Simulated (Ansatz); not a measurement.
# C2H6ClInO: trial inputs and their diagnosis

5 inputs were typed for C2H6ClInO. Each is run as it stands; the log then has to tell whether the result can be used.

Method: the settings change from run to run; program: Ansatz 0.2.0, Gaussian basis.

1 further run of the same task is left out (for a known fault of the program).

## 1. The molecule

An earlier PBE0-D4 in a triple-zeta def2 set relaxation fixed the geometry. In takes a core potential in def2 sets; no spin-orbit term is included.

SMILES `C[CH2][In]([OH])[Cl]`, 11 atoms, charge 0, spin multiplicity 1.

Atoms are counted from 1 here; the program's logs count them from 0.

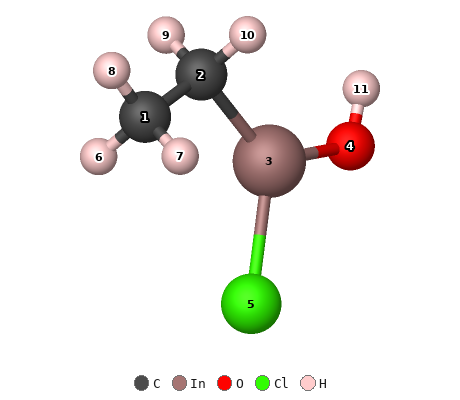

The geometry (carbon dark grey, indium brown, oxygen red, chlorine green, hydrogen pink); atoms are numbered from 1 in the order of the file.

## 2. Attempt 1

Contents of in.yaml:

```yaml
crystal:
  periodic: [false, false, false]
  atoms:
    - {symbol: C, position_ang: [-0.585891, 0.477624, 1.197466]}
    - {symbol: C, position_ang: [0.346306, -0.160427, 0.502075]}
    - {symbol: In, position_ang: [0.437010, -0.053508, -1.369109]}
    - {symbol: O, position_ang: [1.437652, -1.141908, -2.615389]}
    - {symbol: Cl, position_ang: [-1.381932, 0.698254, -2.683219]}
    - {symbol: H, position_ang: [-1.019271, 1.702721, 0.899337]}
    - {symbol: H, position_ang: [-1.834898, 0.207763, 1.252662]}
    - {symbol: H, position_ang: [-1.041147, 0.628346, 2.216697]}
    - {symbol: H, position_ang: [1.206215, 0.324333, 1.137589]}
    - {symbol: H, position_ang: [0.193298, -1.131688, 1.148488]}
    - {symbol: H, position_ang: [2.230996, -1.211377, -2.419912]}
basis:
  gaussian: {orbitals: def2-SVP, fitting: {mean_field: cc-pVTZ-jkfit}, nuclear_model: gaussian}
hamiltonian: {xc: {name: PBE0}, dispersion: d3bj}
output: {forces: true}
```

Started as:

```bash
ansatz run in.yaml --threads 4 --pin off --events-out ev --progress --plain --max-ram 10444MiB
```

The program printed:

```text
Functional definition: PBE0
  name "PBE0"
  cite "Adamo & Barone, J. Chem. Phys. 110, 6158 (1999) doi:10.1063/1.478522"
  cite "Perdew, Burke & Ernzerhof, Phys. Rev. Lett. 77, 3865 (1996) doi:10.1103/PhysRevLett.77.3865"
  parent pbe
  parameter a = 0.25
  parameter kappa = 0.804
  parameter beta = 0.06672455060314922
  exchange = (1 - a)*pbe_x(kappa = kappa, mu = beta*pi^2/3) + a*exact_x
  correlation = pbe_c(beta = beta)
Error: <dir> the basis set cc-pVTZ-JKFIT has no functions for In
```

It took 0.1 s on 4 threads of AMD EPYC 7B13, shared host.

What is wrong: Refused before any calculation. The fitting set named has no entry for an element of this molecule. Cure: leave the fitting key out, or name a set that covers all elements and suits the basis. Its coordinates are also moved off the relaxed structure.

## 3. Attempt 2

Contents of in.yaml:

```yaml
crystal:
  periodic: [false, false, false]
  atoms:
    - {symbol: C, position_ang: [-0.930671, 0.585203, 1.331099]}
    - {symbol: C, position_ang: [0.278583, -0.160796, 0.790265]}
    - {symbol: In, position_ang: [0.337724, -0.228051, -1.356520]}
    - {symbol: O, position_ang: [1.619554, -1.023691, -2.636611]}
    - {symbol: Cl, position_ang: [-1.372260, 0.792317, -2.576097]}
    - {symbol: H, position_ang: [-0.955143, 1.623004, 0.993254]}
    - {symbol: H, position_ang: [-1.869045, 0.125406, 1.015177]}
    - {symbol: H, position_ang: [-0.920327, 0.594952, 2.425507]}
    - {symbol: H, position_ang: [1.216715, 0.298639, 1.111166]}
    - {symbol: H, position_ang: [0.302821, -1.198219, 1.132786]}
    - {symbol: H, position_ang: [2.357352, -1.465763, -2.209624]}
basis:
  gaussian: {orbitals: ANO-RCC-VTZP, fitting: {mean_field: cc-pVTZ-jkfit}}
hamiltonian: {xc: {name: revPBE0}, dispersion: d3bj, pseudopotentials: {relativity: scalar}}
output: {forces: true}
```

The command is unchanged.

The program printed:

```text
Functional definition: revPBE0
  name "revPBE0"
  cite "Zhang & Yang, Phys. Rev. Lett. 80, 890 (1998) doi:10.1103/PhysRevLett.80.890"
  cite "Adamo & Barone, J. Chem. Phys. 110, 6158 (1999) doi:10.1063/1.478522"
  cite "Perdew, Burke & Ernzerhof, Phys. Rev. Lett. 77, 3865 (1996) doi:10.1103/PhysRevLett.77.3865"
  parameter a = 0.25
  parameter kappa = 1.245
  parameter beta = 0.06672455060314922
  exchange = (1 - a)*pbe_x(kappa = kappa, mu = beta*pi^2/3) + a*exact_x
  correlation = pbe_c(beta = beta)
Error: <dir> the basis set cc-pVTZ-JKFIT has no functions for In
```

It took 0.15 s on 4 threads of AMD EPYC 7B13, shared host.

Diagnosis: Refused before any calculation. The fitting set named has no entry for an element of this molecule. Cure: leave the fitting key out, or name a set that covers all elements and suits the basis.

## 4. Attempt 3

Contents of in.yaml:

```yaml
crystal:
  periodic: [false, false, false]
  atoms:
    - {symbol: C, position_ang: [-0.900750, 0.568189, 1.214368]}
    - {symbol: C, position_ang: [0.262002, -0.170811, 0.671321]}
    - {symbol: In, position_ang: [0.301556, -0.071339, -1.379531]}
    - {symbol: O, position_ang: [1.450530, -1.191111, -2.742297]}
    - {symbol: Cl, position_ang: [-1.367569, 0.811597, -2.476739]}
    - {symbol: H, position_ang: [-0.783790, 1.698755, 1.003056]}
    - {symbol: H, position_ang: [-1.820113, 0.151335, 1.017746]}
    - {symbol: H, position_ang: [-1.047438, 0.519653, 2.490555]}
    - {symbol: H, position_ang: [1.224610, 0.144275, 1.033288]}
    - {symbol: H, position_ang: [0.251296, -1.266217, 1.129022]}
    - {symbol: H, position_ang: [2.514294, -1.535314, -2.373089]}
basis:
  gaussian: {orbitals: x2c-TZVPPall}
hamiltonian: {xc: {name: r2SCAN}, dispersion: d3bjatm}
relax: {f_tol: 0.001, max_steps: 3}
output: {forces: true}
```

Same command.

The program printed:

```text
Functional definition: r2SCAN
  name "r2SCAN"
  cite "Furness, Kaplan, Ning, Perdew & Sun, J. Phys. Chem. Lett. 11, 8208 (2020) doi:10.1021/acs.jpclett.0c02405"
  cite "Furness, Kaplan, Ning, Perdew & Sun, J. Phys. Chem. Lett. 11, 9248 (2020) doi:10.1021/acs.jpclett.0c03077"
  parent r2scan
  parameter k0 = 0.174
  parameter k1 = 0.065
  parameter a1 = 4.9479
  exchange = r2scan_x(k0 = k0, k1 = k1, a1 = a1)
  correlation = r2scan_c
1715 factors; their error is unknown
mean field evaluation 1: about -176794.9516 eV, gradient 9.4e1 eV
mean field evaluation 2: about -176694.7945 eV, gradient 1.9e2 eV
mean field evaluation 4: about -176812.7416 eV, gradient 1.7e1 eV
mean field evaluation 8: about -176813.5349 eV, gradient 2.2e-1 eV
mean field evaluation 16: about -176813.5094 eV, gradient 7.7e-3 eV
mean field -176813.50941606 eV, -6497.7766225388 hartree, gradient 2.2e-5 eV, S^2 0.000000; 0 other end points of the search recorded, 0 dependent functions left out
the calculation of the forces begins
reference -176813.50943051 eV, -6497.7766230701 hartree; 46, 46 occupied and 233, 233 virtual orbitals, 1715 factors
relax step   1: F+E_penalty+E_count = -176813.57665949 eV  Δ(F+E_penalty+E_count) = +0.000e0 eV  max|allowed force component| = 5.068e0 eV/Å  Δτ_max = 0.0000 Å  (35 SCF iters, accepted)
these checks for a lower state are left out or cut short: starts, cluster_reference, orbital_swaps, neighbouring_geometries, increment
1715 factors; their error is unknown
mean field -176815.36223224 eV, -6497.8447122777 hartree, gradient 1.8e-5 eV, S^2 0.000000; 0 other end points of the search recorded, 0 dependent functions left out
the calculation of the forces begins
reference -176815.36224640 eV, -6497.8447127981 hartree; 46, 46 occupied and 233, 233 virtual orbitals, 1715 factors
relax step   2: F+E_penalty+E_count = -176815.42855608 eV  Δ(F+E_penalty+E_count) = -1.852e0 eV  max|allowed force component| = 2.421e0 eV/Å  Δτ_max = 0.1986 Å  (41 SCF iters, accepted)
these checks for a lower state are left out or cut short: starts, cluster_reference, orbital_swaps, neighbouring_geometries, increment
1715 factors; their error is unknown
mean field evaluation 32: about -176815.1607 eV, gradient 1.4e1 eV
mean field -176815.56521580 eV, -6497.8521717861 hartree, gradient 1.8e-5 eV, S^2 0.000000; 0 other end points of the search recorded, 0 dependent functions left out
the calculation of the forces begins
reference -176815.56523002 eV, -6497.8521723084 hartree; 46, 46 occupied and 233, 233 virtual orbitals, 1715 factors
relax step   3: F+E_penalty+E_count = -176815.63119783 eV  Δ(F+E_penalty+E_count) = -2.026e-1 eV  max|allowed force component| = 8.285e-1 eV/Å  Δτ_max = 0.1747 Å  (41 SCF iters, accepted)
Error: geometry relaxation did not converge after 3 steps: max|allowed force component| = 8.28e-1 eV/Å (threshold 1.0e-3). Raise `relax.max_steps` over both its present limit and 3, loosen `relax.f_tol`, or start from a geometry closer to equilibrium. Where this run's directory can be resumed (`checkpoint.write`), a resume goes on for up to `relax.max_steps` more
```

Run time: 21 s. Hardware: 4 threads of AMD EPYC 7B13, shared host.

Diagnosis: The run did not converge. The relaxation is allowed too few steps for its threshold. The start was also shaken off the relaxed geometry, so there is far to go. Fix: raise relax.max_steps.

## 5. Attempt 4

Contents of in.yaml:

```yaml
crystal:
  periodic: [false, false, false]
  atoms:
    - {symbol: C, position_ang: [-1.904322, 1.256706, 2.753378]}
    - {symbol: C, position_ang: [0.398480, -0.639655, 1.539389]}
    - {symbol: In, position_ang: [0.577693, -0.207253, -2.555507]}
    - {symbol: O, position_ang: [3.092647, -2.270858, -5.627021]}
    - {symbol: Cl, position_ang: [-2.564532, 1.427289, -4.468820]}
    - {symbol: H, position_ang: [-1.695073, 3.157410, 1.949875]}
    - {symbol: H, position_ang: [-3.955696, 0.285260, 1.547583]}
    - {symbol: H, position_ang: [-2.082071, 1.045130, 4.422498]}
    - {symbol: H, position_ang: [2.430061, 0.505634, 2.229843]}
    - {symbol: H, position_ang: [0.720031, -1.839444, 1.716222]}
    - {symbol: H, position_ang: [4.053270, -2.721892, -3.930419]}
basis:
  gaussian: {orbitals: ANO-RCC-VTZP}
total_charge: -1
magnetization: {spin_polarized: true, initial_magnetization: 1}
hamiltonian: {xc: {name: wB97M-V}}
scf: {lower_state_search: off}
```

The command is unchanged.

The program printed:

```text
Functional definition: wB97M-V
  name "wB97M-V"
  cite "Mardirossian & Head-Gordon, J. Chem. Phys. 144, 214110 (2016) doi:10.1063/1.4952647"
  cite "Becke, J. Chem. Phys. 107, 8554 (1997) doi:10.1063/1.475007"
  cite "Vydrov & Van Voorhis, J. Chem. Phys. 133, 244103 (2010) doi:10.1063/1.3521275"
  # Of w^i u^j: cxij and so on, Table III.
  parameter omega = 0.3/bohr
  parameter cx = 0.15
  parameter cx01 = 1.007
  parameter cx10 = 0.259
  parameter css00 = 0.443
  parameter css04 = -1.437
  parameter css10 = -4.535
  parameter css20 = -3.390
  parameter css43 = 4.278
  parameter cos00 = 1.000
  parameter cos10 = 1.358
  parameter cos20 = 2.924
  parameter cos21 = -8.812
  parameter cos60 = -1.390
  parameter cos61 = 9.142
  parameter b = 6.0
  parameter c = 0.01
  gx(w, u) = 1 - cx + cx01*u + cx10*w
  gss(w, u) = css00 + css04*u^4 + css10*w + css20*w^2 + css43*w^4*u^3
  gos(w, u) = cos00 + cos10*w + (cos20 + cos21*u)*w^2 + (cos60 + cos61*u)*w^6
  exchange = spin_sum(e_x_unif_sr(omega)*gx(b97_w, b97_u_x)) + cx*exact_x_sr(omega) + exact_x_lr(omega)
  correlation = spin_sum(e_c_pw_mod_same_spin*gss(b97_w, b97_u_same))
      + integral(e_c_pw_mod_opposite_spin*gos(b97_w_opposite, b97_u_opposite)) + vv10(b, c)
these checks for a lower state are left out or cut short: stability, starts, cluster_reference, orbital_swaps, neighbouring_geometries, increment
2029 factors; their error is unknown
457 factors; integrals over basis functions are off by at most 1.6e-4 eV
mean field evaluation 1: about -176755.7097 eV, gradient 4.5e1 eV
mean field evaluation 2: about -176398.6567 eV, gradient 1.7e2 eV
mean field evaluation 4: about -176769.3571 eV, gradient 1.7e1 eV
mean field evaluation 8: about -176771.3016 eV, gradient 1.1e0 eV
mean field evaluation 16: about -176770.7159 eV, gradient 7.1e0 eV
mean field evaluation 32: about -176773.1322 eV, gradient 2.7e-2 eV
Error: SIGTERM received: run cancelled behind 32 evaluations of the mean field
```

It took 92 s on 4 threads of AMD EPYC 7B13, shared host.

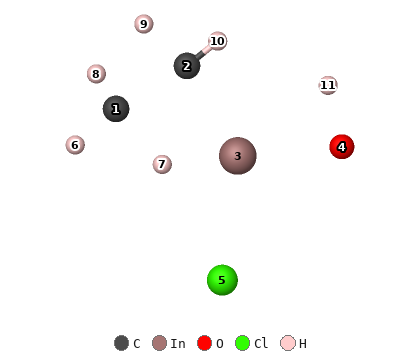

The geometry of this input.

What is wrong: Time ran out. The coordinates are in bohr but typed as ångström. The shortest distance is 1.25 Å (C2–H10), against 0.96 Å in the relaxed molecule. It also asks for charge -1 and multiplicity 2, another species or state than the molecule above. Fix: take the coordinates from the file in ångström, and set charge and spin to those of the species named.

## 6. Attempt 5

Contents of in.yaml:

```yaml
crystal:
  periodic: [false, false, false]
  atoms:
    - {symbol: C, position_ang: [-0.930671, 0.585203, 1.331099]}
    - {symbol: C, position_ang: [0.278583, -0.160796, 0.790265]}
    - {symbol: Xx, position_ang: [0.337724, -0.228051, -1.356520]}
    - {symbol: O, position_ang: [1.619554, -1.023691, -2.636611]}
    - {symbol: Cl, position_ang: [-1.372260, 0.792317, -2.576097]}
    - {symbol: H, position_ang: [-0.955143, 1.623004, 0.993254]}
    - {symbol: H, position_ang: [-1.869045, 0.125406, 1.015177]}
    - {symbol: H, position_ang: [-0.920327, 0.594952, 2.425507]}
    - {symbol: H, position_ang: [1.216715, 0.298639, 1.111166]}
    - {symbol: H, position_ang: [0.302821, -1.198219, 1.132786]}
    - {symbol: H, position_ang: [2.357352, -1.465763, -2.209624]}
basis:
  gaussian: {orbitals: def2-mTZVPP}
magnetization: {spin_polarized: true, initial_magnetization: 0}
hamiltonian: {xc: {name: SVWN5}}
output: {forces: true}
```

The command is unchanged.

The program printed:

```text
Error: YAML parse error: error: line 6 column 16: `Xx` is not an element symbol (H … Og, case-exact)
 --> <input>:6:16
  |
4 |     - {symbol: C, position_ang: [-0.930671, 0.585203, 1.331099]}
5 |     - {symbol: C, position_ang: [0.278583, -0.160796, 0.790265]}
6 |     - {symbol: Xx, position_ang: [0.337724, -0.228051, -1.356520]}
  |                ^ `Xx` is not an element symbol (H … Og, case-exact)
7 |     - {symbol: O, position_ang: [1.619554, -1.023691, -2.636611]}
8 |     - {symbol: Cl, position_ang: [-1.372260, 0.792317, -2.576097]}
  |
```

It took 0.05 s on 4 threads of AMD EPYC 7B13, shared host.

What is wrong: The program refused the input. An element symbol is wrong. Cure: correct the symbol.

## 7. How the tries ended

```tsv
attempt	level	ended	cause	time
1	PBE0/def2-SVP	refused	the fitting set named has no entry for an element of this molecule	0.1 s
2	revPBE0/ANO-RCC-VTZP	refused	the fitting set named has no entry for an element of this molecule	0.15 s
3	r2SCAN/x2c-TZVPPall	not converged	the relaxation is allowed too few steps for its threshold	21 s
4	wB97M-V/ANO-RCC-VTZP	timeout	the coordinates are in bohr but typed as ångström	92 s
5	SVWN5/def2-mTZVPP	refused	an element symbol is wrong	0.05 s
```

In words: 3 refused, 1 not converged, 1 timeout. A refusal costs next to no computing time.
